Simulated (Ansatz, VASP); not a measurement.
# PtSe2 (Sudovikovite): VASP beside Ansatz, part 2 of 2

Wanted: the spread between two codes on one cell, functional and k mesh. The cell is taken from a series of VASP runs on this material, whose earlier steps may have relaxed, scaled or displaced it; both programs get it as it stands. Valence electrons are named where the data sets of a main pair hold unlike numbers.

VASP 6.6.1 and Ansatz 0.2.0.

So far. Step 2 (VASP: band structure, LDA, spin-orbit coupling): The run ends at a pressure of 0.18 GPa, with forces up to 0.022 eV/Å.

## Step 3: Ansatz: band structure, LDA, spin-orbit coupling

Level of this step: Ansatz beside VASP: Kohn-Sham DFT, plane waves, LDA, spin-orbit coupling (Ansatz).

Ansatz runs on its fully relativistic PAW (standard-fr) files.

The same cell, functional (in two slightly different forms), mesh and smearing now go to Ansatz, which takes its cutoff from its data sets.

input.yaml

```yaml
crystal:
  lattice:
    - [3.7403324055, 0.0, 0.0]
    - [-1.8701662028, 3.2392228818, 0.0]
    - [0.0, 0.0, 4.7881194269]
  atoms:
    - { symbol: Pt, position: [0.0, 0.0, 0.0] }
    - { symbol: Se, position: [0.3333333333, 0.6666666667, 0.2644490384] }
    - { symbol: Se, position: [0.6666666667, 0.3333333333, 0.7355509616] }
hamiltonian:
  xc: lda
  pseudopotentials: { kind: paw_fr }
magnetization:
  noncollinear: true
  spin_orbit: true
kpoints:
  mp_grid: { grid: [6, 6, 4] }
  band_path:
    path:
      - [0.0, 0.0, 0.0]
      - [0.13333, 0.0, 0.0]
      - [0.3, 0.0, 0.0]
      - [0.46667, 0.0, 0.0]
      - [0.46667, 0.06667, 0.0]
      - [0.41111, 0.17778, 0.0]
      - [0.35556, 0.28889, 0.0]
      - [0.28889, 0.28889, 0.0]
      - [0.17778, 0.17778, 0.0]
      - [0.06667, 0.06667, 0.0]
      - [0.0, 0.0, 0.03333]
      - [0.0, 0.0, 0.2]
      - [0.0, 0.0, 0.36667]
      - [0.0, 0.0, 0.5]
      - [0.16667, 0.0, 0.5]
      - [0.3, 0.0, 0.5]
      - [0.46667, 0.0, 0.5]
      - [0.46667, 0.06667, 0.5]
      - [0.41111, 0.17778, 0.5]
      - [0.35556, 0.28889, 0.5]
      - [0.28889, 0.28889, 0.5]
      - [0.17778, 0.17778, 0.5]
      - [0.06667, 0.06667, 0.5]
      - [0.5, 0.0, 0.46667]
      - [0.5, 0.0, 0.3]
      - [0.5, 0.0, 0.13333]
      - [0.33333, 0.33333, 0.0]
      - [0.33333, 0.33333, 0.16667]
      - [0.33333, 0.33333, 0.33333]
      - [0.33333, 0.33333, 0.5]
    npoints: 1
scf:
  occupations: { method: gaussian, width: 0.05 }
  n_extra_bands: 14
output:
  forces: true
  stress: true
  eigenvalues: true
```

On the command line:

```bash
$ ansatz run input.yaml --threads 2 --pin off --max-ram 4608MiB --backend cpu --events-out ev --progress --plain --runs-dir out
```

Numbers of over 12 decimals in the logs are rounded to 6 here.

Log:

```text
scf.n_extra_bands = 14 over 50 filled bands (N_el = 50.0): the run solves 64 bands
Engine: ansatz 0.2.0, aarch64-unknown-linux-gnu
Pseudopotentials: kind: paw_fr
Pseudopotential: Pt, paw_fr, valence charge 18, recommended cutoff 420 eV (normal), Pt.paw.azcp#standard-fr
Pseudopotential: Se, paw_fr, valence charge 16, recommended cutoff 420 eV (normal), Se.paw.azcp#standard-fr
Functional definition: SPW92
  exchange = slater_x
  correlation = pw_c
non-collinear run that drives no moment, with spin-orbit: no starting moment large enough to seed its density (crystal.atoms[].spin), no starting occupations that ask for one, no magnetisation constraint and no magnetic field, so the semilocal B_xc is pinned to zero
Crystal: 3 atoms, lattice volume = 58.012 Å³
Basis set: ecut = 420 eV, 1121 PW (Γ)
Bands: 64, of which v1, the nominal top of the filled ones, is band 50 counted from 1 (49 counted from 0)
Symmetry: 12 space group operations + 12 with time reversal
Magnetic group: BNS 164.86 (UNI 1316), of the structure as read, at distance tolerance 3.9e-5 Å
k-points: 24 of 144
Projection manifold: j_resolved (fully-relativistic pseudo-atomic orbitals)
Non-local potential: Pt, projectors of the file, l = 0: 3, l = 1: 4, l = 2: 4, l = 3: 2
Non-local potential: Se, projectors of the file, l = 0: 2, l = 1: 4, l = 2: 6, l = 3: 2
PAW form: soft (Blöchl's): semilocal exchange-correlation on the pseudo side does not see the compensation charge
PAW frozen core: Pt, regenerated for the run's functional, and the local potential with it (the file was generated under x = pbe(κ = 0.804, μ = 0.219515), c = pbe(β = 0.066725))
PAW frozen core: Se, regenerated for the run's functional, and the local potential with it (the file was generated under x = pbe(κ = 0.804, μ = 0.219515), c = pbe(β = 0.066725))
PAW one-centre angular grid: Pt, 590 points (default); XC on 64 Gauss nodes
PAW one-centre angular grid: Se, 590 points (default); XC on 64 Gauss nodes
Initial density: superposition of atomic densities (chi_scale 0.1, normalization cell, long waves kept (reshape's long-wave potential 0.01 eV rms))
Initial wavefunctions: pseudopotential atomic-orbital guess
Functional: x = slater, c = lda
SCF iter   1: F=—  HF=-23046.561499 eV  |F-HF|=—  |Δ(HF+E_count)|=         —  Δρ=5.22e-2  dr2=7.32e-1  dr2_m=0.00e0 (ungated)  ethr=3.10e-3  |M|=0.00e0 ∫|m|=0.00e0 μB  |m|>n=0.0e0 m-floor=0.0e0 τ_xc=0.0e0  β_m=0.30  ⟨swp⟩=6.4  Hψ=3288  notcnv=0  defer=34
preconditioner: auto → Resta (q_TF=auto, 2.662 Å⁻¹)  ε∞=4.9  [insulator: Δε(μ)=0.089 eV  Ē_g=11.581 eV  σ=0.050 eV  W_gap=0.73  n_scr=22 (ndim 8)  ℏωp=22.9 eV  f_vac=0.006  D(μ)=1.12/eV (n_scr^D=2)  ε∞_Penn≈4.9]
spin=Noncollinear: Resta preconditioning applied to the charge; magnetization (m_x, m_y, m_z) channels mix plain (no charge-response kernel on spin).
SCF iter   2: F=—  HF=-23046.436331 eV  |F-HF|=—  |Δ(HF+E_count)|=   1.25e-1  Δρ=3.45e-2  dr2=3.03e-1  dr2_m=0.00e0 (ungated)  ethr=1.46e-3  |M|=0.00e0 ∫|m|=0.00e0 μB  |m|>n=0.0e0 m-floor=0.0e0 τ_xc=0.0e0  β_m=0.52  ⟨swp⟩=2.0  Hψ=942  notcnv=0  defer=218
SCF iter   3: F=—  HF=-23046.349868 eV  |F-HF|=—  |Δ(HF+E_count)|=   8.65e-2  Δρ=1.12e-2  dr2=3.36e-2  dr2_m=0.00e0 (ungated)  ethr=6.06e-4  |M|=0.00e0 ∫|m|=0.00e0 μB  |m|>n=0.0e0 m-floor=0.0e0 τ_xc=0.0e0  β_m=0.60  ⟨swp⟩=2.0  Hψ=915  notcnv=0  defer=220
SCF iter   4: F=—  HF=-23046.339714 eV  |F-HF|=—  |Δ(HF+E_count)|=   1.02e-2  Δρ=1.33e-3  dr2=7.08e-4  dr2_m=0.00e0 (ungated)  ethr=6.71e-5  |M|=0.00e0 ∫|m|=0.00e0 μB  |m|>n=0.0e0 m-floor=0.0e0 τ_xc=0.0e0  β_m=0.64  ⟨swp⟩=2.0  Hψ=931  notcnv=0  defer=220
SCF iter   5: F=—  HF=-23046.339731 eV  |F-HF|=—  |Δ(HF+E_count)|=   1.68e-5  Δρ=6.19e-4  dr2=1.53e-4  dr2_m=0.00e0 (ungated)  ethr=1.42e-6  |M|=0.00e0 ∫|m|=0.00e0 μB  |m|>n=0.0e0 m-floor=0.0e0 τ_xc=0.0e0  β_m=0.79  ⟨swp⟩=2.6  Hψ=1171  notcnv=0  defer=220
SCF iter   6: F=—  HF=-23046.339747 eV  |F-HF|=—  |Δ(HF+E_count)|=   1.61e-5  Δρ=1.02e-4  dr2=6.11e-6  dr2_m=0.00e0 (ungated)  ethr=3.06e-7  |M|=0.00e0 ∫|m|=0.00e0 μB  |m|>n=0.0e0 m-floor=0.0e0 τ_xc=0.0e0  β_m=0.89  ⟨swp⟩=2.0  Hψ=902  notcnv=0  defer=220
SCF iter   7: F=—  HF=-23046.339745 eV  |F-HF|=—  |Δ(HF+E_count)|=   1.25e-6  Δρ=1.85e-5  dr2=1.61e-7  dr2_m=0.00e0 (ungated)  ethr=1.22e-8  |M|=0.00e0 ∫|m|=0.00e0 μB  |m|>n=0.0e0 m-floor=0.0e0 τ_xc=0.0e0  β_m=0.95  ⟨swp⟩=2.1  Hψ=857  notcnv=0  defer=220
SCF iter   8: F=-23046.339745 eV  HF=-23046.339745 eV  |F-HF|=2.26e-10  |Δ(HF+E_count)|=   2.53e-8  Δρ=2.83e-6  dr2=3.77e-9  dr2_m=0.00e0 (ungated)  ethr=2.00e-10  |M|=0.00e0 ∫|m|=0.00e0 μB  |m|>n=0.0e0 m-floor=0.0e0 τ_xc=0.0e0  ⟨swp⟩=9.3  Hψ=3228  notcnv=0
SCF 1 converged in 8 iterations: F = -23046.339745 eV  dr2 = 3.77e-9
  greatest PAW one-centre occupation: 1.000 electrons in one spin orbital (limit 2), on the Pt atom at site 0 (counted from 0), in its partial waves of l = 0
NSCF: frozen V_eff on 30 k-points
SCF converged after 8 iterations
Magnetization: |M| = 0.0000 μB,  M = (+0.0000, +0.0000, +0.0000) μB
Absolute magnetization: 0.0000 μB (∫|m|)
  site 0: m = (+0.0000, +0.0000, +0.0000) μB, |m| = 0.0000 μB  (R = 1.03 Å)
  site 1: m = (+0.0000, +0.0000, +0.0000) μB, |m| = 0.0000 μB  (R = 1.03 Å)
  site 2: m = (+0.0000, +0.0000, +0.0000) μB, |m| = 0.0000 μB  (R = 1.03 Å)
Free energy (F): -23046.339745 eV
Harris-Foulkes:  -23046.339745 eV  (|F-HF|=2.26e-10)
Internal energy: -23046.338914 eV  (E = F + TS)
E sigma→0 (E₀):  -23046.339330 eV
Entropy (-TS):   -0.000832 eV (-0.277 meV/atom)
Fermi energy:    13.869565 eV
--- Per-component energies (eV) ---
  E_band       = -941.192832
  E_kinetic    = 877.518324
  E_local      = -6428.748661  (includes V_loc(G=0)·N_el)
  E_nonlocal   = -980.731915
  E_hartree    = 2979.663043
  E_xc         = -468.947591
  E_vxc        = -501.585994  (∫ρ·V_xc dr)
  E_paw        = -12859.137567  (= ΣΔE_a)
  E_vpaw       = 133.030960  (= ΣTr[D̂ρ^β])
  E_aug_tail   = -0.001075  (compensation charges beyond the density's cutoff)
  E_ewald      = -6170.874114
  E_core_change = 4.920642  (= ΣΔE_core)
  E_smearing   = -0.000832  (= −TS)
  E_closure    = -0.000000  (closes the sum)
  Σ components = -23046.339745   (vs F -23046.339745, Δ=0.00e0)
--- Forces (eV/Å), atoms counted from 1 ---
  atom   1  Pt    -0.00000000    -0.00000000     0.00000000
  atom   2  Se    -0.00000000     0.00000000    -0.04178963
  atom   3  Se     0.00000000     0.00000000     0.04178963
  max |Σ_I F_I| component: 5.78e-19 eV/Å
--- Stress (GPa, compression-positive) ---
       -0.454541       0.000000       0.000000
        0.000000      -0.454541      -0.000000
        0.000000       0.000000      -0.074009
  P = ⅓ Tr σ = -0.3277 GPa (-3.277 kbar)
--- Band table (eV; the first three rows and the last of 24) ---
  k-point 0: bands = [... 46 lower, 13.0430, 13.0430, 14.6767, 14.6767, 14.9051, 14.9051, 15.0326, 15.0326, ... 10 higher]
  k-point 1: bands = [... 46 lower, 12.6130, 12.6130, 13.2501, 13.2501, 15.5860, 15.5860, 15.6228, 15.6228, ... 10 higher]
  k-point 2: bands = [... 46 lower, 12.1711, 12.1711, 12.2930, 12.2930, 16.2362, 16.2362, 16.2799, 16.2799, ... 10 higher]
  k-point 23: bands = [... 46 lower, 11.2916, 11.2916, 11.5484, 11.5484, 16.1797, 16.1797, 16.2974, 16.2974, ... 10 higher]
```

Elapsed: 31 s, on 2 threads of Arm Neoverse N1, shared host; peak memory 0.55 GiB; 61 s of CPU time.

In the SCF lines HF is the Harris–Foulkes energy and dr2 the Hartree energy of the density residual, in eV; the loop may stop once dr2 is under the threshold and the program's other checks hold. Hψ counts applications of the Hamiltonian.

## Step 4: Side by side

Known differences besides the potentials themselves: spin-orbit coupling enters by fully relativistic files in Ansatz and inside the spheres in VASP; the two LDA forms differ slightly; the data sets hold 50 valence electrons in Ansatz (on its fully relativistic PAW (standard-fr) files) and 22 in VASP; the cutoff is 420 eV in Ansatz and 400 eV in VASP; VASP's log shows a relativistic correction to its local exchange, Ansatz's none. Total energies have different zeros and are not compared.

Both answers:

| quantity | Ansatz | VASP | difference |
| --- | --- | --- | --- |
| pressure (GPa) | -0.33 | 0.18 | -0.50 |

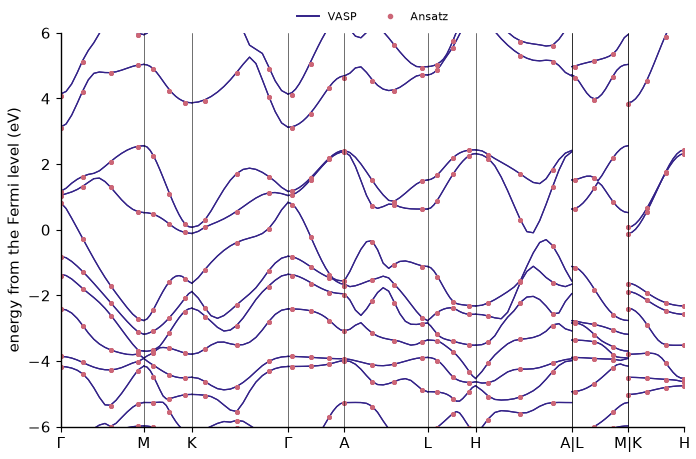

Bands from VASP (lines) and levels from Ansatz (dots). Dots without a line are higher empty bands that the VASP plot leaves out.

At this near-relaxed geometry the largest component of a force difference is 64 meV/Å. Levels from 3 eV below to 2 eV above the Fermi level differ by 17 meV r.m.s. and 39 meV at most; each VASP level is matched to the nearest of Ansatz, which flatters the figure a little.

## Step 5: What the set-up changes

Further runs change the set-up of one program: Ansatz's method, potentials or start, or VASP's data sets, cutoff or form of LDA. The table gives Ansatz less VASP for each quantity, since a change that brings one quantity closer may part another.

| run | r.m.s. force difference (meV/Å) | pressure (GPa) |
| --- | --- | --- |
| as above | 30 | -0.50 |
| cores kept as stored | 26 | -0.41 |
| Ansatz's larger PAW set (cutoff 900 eV) | 31 | -0.51 |

## Step 6: Results

```
r.m.s. force difference (band structure, LDA, spin-orbit coupling) : 30 meV/Å
difference in pressure (band structure, LDA, spin-orbit coupling)  : -0.50 GPa
```

The r.m.s. force difference is 30 meV/Å (band structure, LDA, spin-orbit coupling), beyond the 12 meV/Å picked in this series as the mark of a large difference. The data sets hold unlike numbers of valence electrons (50 in Ansatz and 22 in VASP), so part of the differences comes from the potentials. For band structure, LDA, spin-orbit coupling, no further run moves any of the tabulated differences by more than a quarter of its size. 1 further run of this series is not shown here. How closely two codes agree says nothing of how well the functional describes the real material.

[Lines on the potential files, build, host, timing and source positions are cut from VASP's logs without a mark.]

[Logs are printed without paths, hosts, clocks, repeated set-up lines and the standing remarks that a program may print on its own settings, such as how far it seeks lower states.]

[Hosts, paths, dates, database ids (printed as entryN), source tags and the programs' standing remarks are cut or masked in the printed files.]
